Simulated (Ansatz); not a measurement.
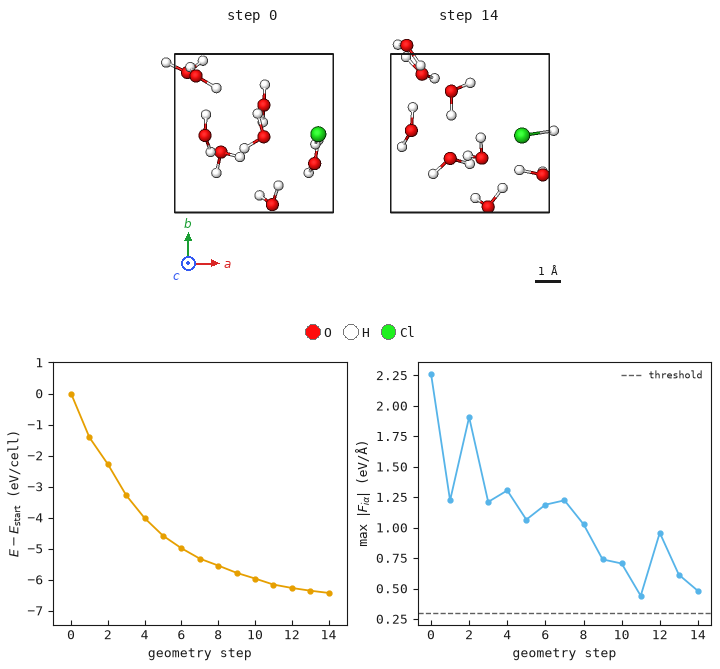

First and last geometry of a relaxation of an amorphous cell of composition H$_{17}$ClO$_{8}$, with the history of the run. Style: ball-and-stick. Shown: the cell of the calculation, along the c axis.

The cell holds 8 H2O + 1 HCl. The run prepares the start of a later molecular dynamics calculation, from a guessed geometry.

Method: DFT r2SCAN, scalar-relativistic, plane waves, PAW (Ansatz). (plane-wave cutoff 500 eV; k-point mesh 1 × 1 × 1; occupations fermi dirac; smearing width 0.02 eV; no spin polarisation; atoms relaxed in a fixed cell; force threshold 0.3 eV/Å; at most 15 steps)

Q: Read the history and describe the run.

A: The relaxation stopped without meeting its thresholds, so the last structure isn't shown to be converged. It used up its limit of 15 steps. After 14 geometry steps the energy has fallen by 6.430 eV per cell of the calculation. Largest force component: 2.3 eV/Å at the start, 0.48 eV/Å at the end. The largest moves, 1.34 Å, are those of H atoms. Largest moves by element: H 1.34 Å, O 1.31 Å, Cl 0.67 Å. The lattice vectors keep their values. Near-neighbour distances that change, for instance: H–O 2.039 → 1.028 Å, Cl–H 1.280 → 1.843 Å, H–O 0.969 → 1.029 Å, H–O 0.969 → 1.000 Å. New bonds form: H–O (2.04 → 1.03 Å). Among the angles between lasting bonds that change: H–O–H 104.0° → 109.6°, H–O–H 104.0° → 108.5°, H–O–H 104.0° → 101.1°. Cost: 64 s on 1 thread of AMD EPYC 9R45 96-Core Processor (Zen 5), with other jobs on the host, peak memory 0.59 GiB.

| step | E − E(0), meV/atom | largest force component, eV/Å |
| --- | --- | --- |
| 0 | 0.00 | 2.2647 |
| 1 | -54.52 | 1.2227 |
| 2 | -87.64 | 1.9069 |
| 3 | -126.29 | 1.2108 |
| 4 | -154.55 | 1.3051 |
| 5 | -176.35 | 1.0654 |
| 6 | -191.90 | 1.1880 |
| 7 | -204.80 | 1.2240 |
| 8 | -213.37 | 1.0281 |
| 9 | -222.40 | 0.7390 |
| 10 | -229.44 | 0.7053 |
| 11 | -236.93 | 0.4398 |
| 12 | -241.14 | 0.9573 |
| 13 | -244.52 | 0.6133 |
| 14 | -247.30 | 0.4806 |

Limits of the set-up: the program's low-accuracy preset was used; the periodic images lie only 6.4 Å apart, so the values are limited by the cell's size.
